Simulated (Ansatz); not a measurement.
# ZrC (zincblende): the equilibrium volume

Aim: the volume at which the pressure of ZrC (zincblende) vanishes. This structure was made by substitution into a known type, so it needn't be the compound's stable form.

Program: Ansatz 0.2.0. Level of theory: DFT PBEsol, scalar-relativistic, plane waves, PAW. These are calculated values, not measurements.

### Step 1. The system as given

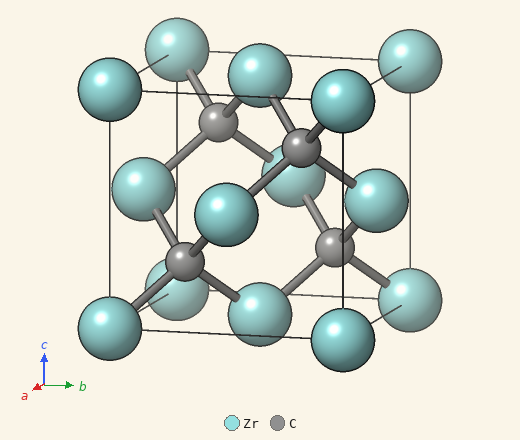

Start, viewed slightly off an axis; zirconium light teal, carbon grey. Atoms on the faces are drawn again on the opposite ones. The cell drawn here is the conventional one.

Coordinates:

```
Zr C
1.0
     0.00000    2.53119    2.53119
     2.53119    0.00000    2.53119
     2.53119    2.53119    0.00000
Zr C
1 1
Direct
  0.00000 0.00000 0.00000
  0.25000 0.25000 0.25000
```

### Step 2. At the starting volume

The input, input.yaml:

```yaml
crystal:
  lattice:
    - [0.0, 2.5311868325, 2.5311868325]
    - [2.5311868325, 0.0, 2.5311868325]
    - [2.5311868325, 2.5311868325, 0.0]
  atoms:
    - { symbol: Zr, position: [0.0, 0.0, 0.0] }
    - { symbol: C, position: [0.25, 0.25, 0.25] }
basis:
  ecutwfc: 420
  ecutrho_ratio: 4
kpoints:
  mp_grid: { grid: [12, 12, 12] }
hamiltonian:
  xc: pbesol
scf:
  occupations: { method: gaussian, width: 0.05 }
output:
  forces: true
  stress: true
  eigenvalues: true
```

Command:

```
$ ansatz run input.yaml --threads 4 --pin off --max-ram 8192MiB --backend cpu --events-out ev --progress --plain --runs-dir out
```

The log of the run, cut to the lines that bear on the results:

```text
Warning: RAYON_NUM_THREADS=4 ignored (pool sized by the plan → 4); use --threads N
[...]
Pseudopotentials: kind: paw
Pseudopotential: Zr, paw, valence charge 12, recommended cutoff 420 eV (normal), Zr.paw.azcp
Pseudopotential: C, paw, valence charge 4, recommended cutoff 420 eV (normal), C.paw.azcp
Functional definition: PBEsol
[...]
Crystal: 2 atoms, lattice volume = 32.434 Å³
Basis set: ecut = 420 eV, 609 PW (Γ), exchange–correlation on 48×48×48 points (8 copies of the dense FFT grid, shifted against one another)
Bands: 12, of which v1, the nominal top of the filled ones, is band 8 counted from 1 (7 counted from 0)
Symmetry: 24 space group operations
Space group: F-43m (ITA 216), of the structure as read, at distance tolerance 3.2e-5 Å
k-points: 72 of 1728 (time reversal used)
[...]
SCF iter   1: F=—  HF=-4375.759848 eV  |F-HF|=—  |Δ(HF+E_count)|=         —  Δρ=4.41e-3  dr2=8.51e-3  ethr=1.77e-3  ⟨swp⟩=5.0  Hψ=4388  notcnv=0
[...]
SCF iter   6: F=-4375.757701 eV  HF=-4375.757701 eV  |F-HF|=2.73e-12  |Δ(HF+E_count)|=   1.20e-9  Δρ=1.13e-6  dr2=2.16e-10  ethr=1.07e-10  ⟨swp⟩=2.5  Hψ=2788  notcnv=0
[...]
SCF converged after 6 iterations
Free energy (F): -4375.757701 eV
[...]
E sigma→0 (E₀):  -4375.757701 eV
Fermi energy:    11.032397 eV
[...]
--- Forces (eV/Å), atoms counted from 1 ---
  atom   1  Zr     0.00000000    -0.00000000    -0.00000000
  atom   2  C     -0.00000000     0.00000000     0.00000000
[...]
--- Stress (GPa, compression-positive) ---
       -1.485575       0.000000      -0.000000
        0.000000      -1.485575       0.000000
       -0.000000       0.000000      -1.485575
  P = ⅓ Tr σ = -1.4856 GPa (-14.856 kbar)
--- Band table (eV; the first three rows and the last of 72) ---
  k-point 0: bands = ["-37.0058", "-14.9458", "-14.9458", "-14.9458", "0.9301", "8.4693", "8.4693", "8.4693", "13.8736", "13.8736", "14.1502", "19.2859"]
[...]
```

Wall time 1.4 s (4 threads of Arm Neoverse V1, shared host); peak memory 0.34 GiB.

Result: volume 16.217 Å³/atom, pressure -1.49 GPa, gap on the mesh 0.41 eV.

### Step 3. Stepping to 16.056 Å³/atom

Edit input.yaml of step 2 so:

```diff
@@ -2,5 +2,5 @@
   lattice:
-    - [0.0, 2.5311868325, 2.5311868325]
-    - [2.5311868325, 0.0, 2.5311868325]
-    - [2.5311868325, 2.5311868325, 0.0]
+    - [0.0, 2.5228029414, 2.5228029414]
+    - [2.5228029414, 0.0, 2.5228029414]
+    - [2.5228029414, 2.5228029414, 0.0]
   atoms:
```

Command:

```
$ ansatz run input.yaml --threads 4 --pin off --max-ram 8192MiB --backend cpu --events-out ev --progress --plain --runs-dir out
```

The log of the run, cut to the lines that bear on the results:

```text
Warning: RAYON_NUM_THREADS=4 ignored (pool sized by the plan → 4); use --threads N
[...]
[... 4 set-up lines as earlier in the session ...]
[...]
Crystal: 2 atoms, lattice volume = 32.113 Å³
Basis set: ecut = 420 eV, 609 PW (Γ), exchange–correlation on 48×48×48 points (8 copies of the dense FFT grid, shifted against one another)
Bands: 12, of which v1, the nominal top of the filled ones, is band 8 counted from 1 (7 counted from 0)
[... 2 set-up lines as earlier in the session ...]
k-points: 72 of 1728 (time reversal used)
[...]
SCF iter   1: F=—  HF=-4375.761496 eV  |F-HF|=—  |Δ(HF+E_count)|=         —  Δρ=4.56e-3  dr2=9.21e-3  ethr=1.77e-3  ⟨swp⟩=5.0  Hψ=4375  notcnv=0
[...]
SCF iter   6: F=-4375.759181 eV  HF=-4375.759181 eV  |F-HF|=3.27e-11  |Δ(HF+E_count)|=   3.28e-9  Δρ=1.21e-6  dr2=2.60e-10  ethr=9.77e-11  ⟨swp⟩=2.3  Hψ=2787  notcnv=0
[...]
SCF converged after 6 iterations
Free energy (F): -4375.759181 eV
[...]
E sigma→0 (E₀):  -4375.759181 eV
Fermi energy:    11.174160 eV
[...]
--- Forces (eV/Å), atoms counted from 1 ---
  atom   1  Zr     0.00000000    -0.00000000     0.00000000
  atom   2  C     -0.00000000     0.00000000    -0.00000000
[...]
--- Stress (GPa, compression-positive) ---
        0.020342       0.000000      -0.000000
       -0.000000       0.020342       0.000000
       -0.000000       0.000000       0.020342
  P = ⅓ Tr σ = 0.0203 GPa (0.203 kbar)
--- Band table (eV; the first three rows and the last of 72) ---
  k-point 0: bands = ["-36.8310", "-14.7706", "-14.7706", "-14.7706", "1.0399", "8.5783", "8.5783", "8.5783", "14.0390", "14.0390", "14.3230", "19.4880"]
[...]
```

Wall time 0.85 s (4 threads of Arm Neoverse V1, shared host); peak memory 0.33 GiB.

This gives: volume 16.056 Å³/atom, pressure 0.02 GPa, gap on the mesh 0.41 eV.

### Step 4. The cell, before and after

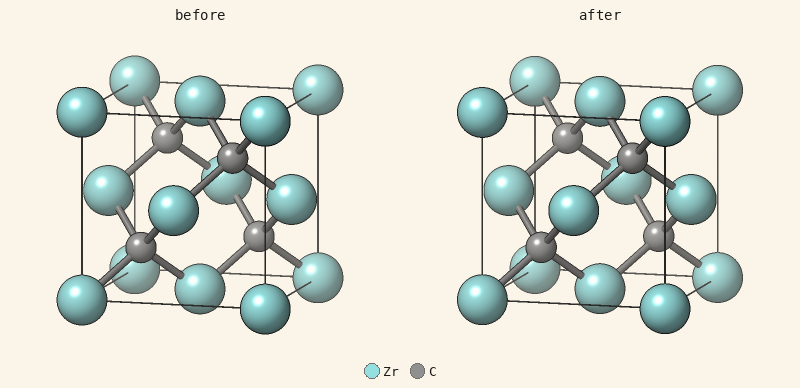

The structure before (left) and after (right), at one scale. Drawn in the start's conventional cell.

How the cell compares, before and after:

| cell as typed | before | after | change |
| --- | --- | --- | --- |
| a (Å) | 3.580 | 3.568 | -0.3 % |
| b (Å) | 3.580 | 3.568 | -0.3 % |
| c (Å) | 3.580 | 3.568 | -0.3 % |
| volume (Å³/atom) | 16.217 | 16.056 | -1.0 % |
| shortest distance (Å) | 2.192 | 2.185 | -0.3 % |
| space group | F-43m | F-43m | same |

### Step 5. Summary of results

| quantity | value |
| --- | --- |
| volume | 16.056 Å³/atom |
| pressure | 0.02 GPa |
| conventional cell | a = 5.046 Å, b = 5.046 Å, c = 5.046 Å, α = 90.00°, β = 90.00°, γ = 90.00° |
| gap on the mesh | 0.41 eV |

What this shows: Over the 2 runs shown the cell moved from 16.22 to 16.06 Å³/atom, a change of -1.0 %, where the pressure is zero within 0.02 GPa.

The gaps are Kohn-Sham values of a semilocal functional, not quasiparticle or optical gaps. Such gaps usually fall short of the measured ones.
